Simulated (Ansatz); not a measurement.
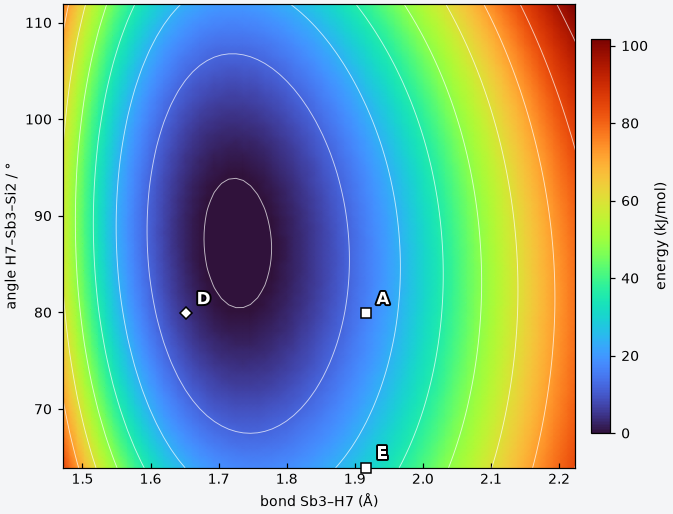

FH₄SbSi, SMILES F[SiH2][SbH2]. Two internal coordinates are moved rigidly from the geometry relaxed at PBE0-D4/def2-TZVP, all others fixed. Coordinates scanned: (1) bond Sb3–H7; (2) angle H7–Sb3–Si2. The scan uses a 7 × 7 grid. Energies are in kJ/mol, from the lowest grid point. Method: RKS PBE-D4/def2-TZVPP (Ansatz).

In the figure: a smooth colour map with a few white contour lines, lettered points. Between grid points the surface is interpolated.

> Rank the lettered points by energy, lowest first.

D (4.8 kJ/mol), A (16 kJ/mol), E (29 kJ/mol).
